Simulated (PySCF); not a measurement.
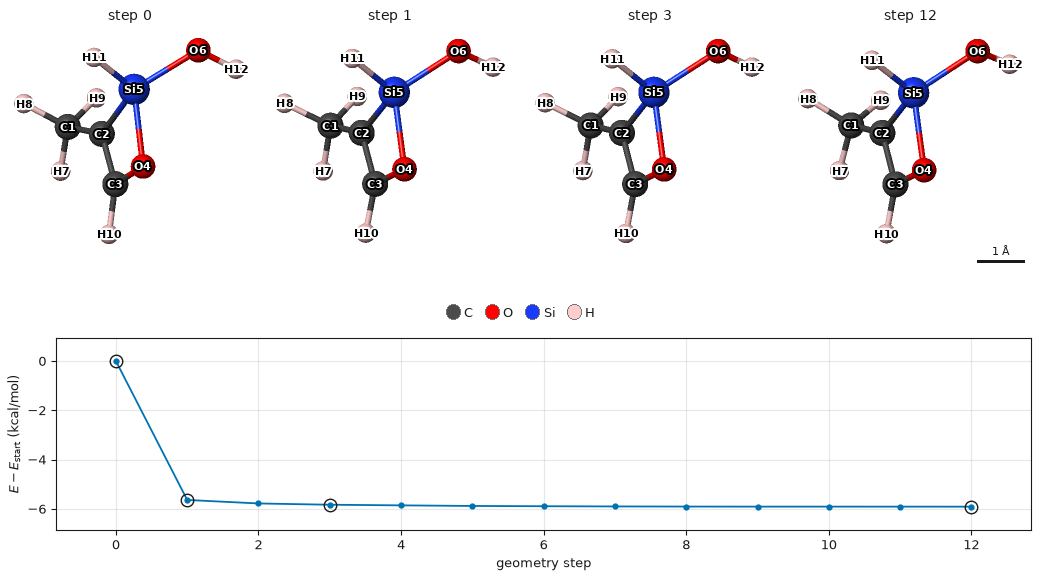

Frames of a relaxation of C3H6O2Si, marked on the history of the run. Style: ball-and-stick. Shown from a free direction.

The start comes from GFN2-xTB. Its atoms were then displaced at random by about 0.01 Å.

Level of theory: PBE0-D3(BJ)/def2-SVP geometry optimisation, gas phase (PySCF 2.14.0, density-fitted response routines). 

**Describe the path.**

The largest move after the best rigid fit is that of H12, 0.33 Å. By element the largest moves are H 0.33 Å, O 0.13 Å, C 0.08 Å, Si 0.08 Å. Some distances before and after: C2–Si5 1.900 → 1.849 Å, Si5–H11 1.429 → 1.480 Å, C3–O4 1.344 → 1.377 Å, Si5–O6 1.622 → 1.648 Å. Among the angles between lasting bonds that change: C3–O4–Si5 92.7° → 86.7°, C2–Si5–O4 73.5° → 78.1°, Si5–O6–H12 120.5° → 116.7°. Groups turn about Si5–O6 by about 25°. After 12 geometry steps the energy has fallen by 5.91 kcal/mol. From step 0 to 1: H12 moves most (0.21 Å), energy −5.64 kcal/mol. From step 1 to 3: H12 moves most (0.04 Å), energy −0.19 kcal/mol. From step 3 to 12: H8 moves most (0.11 Å), energy −0.08 kcal/mol.
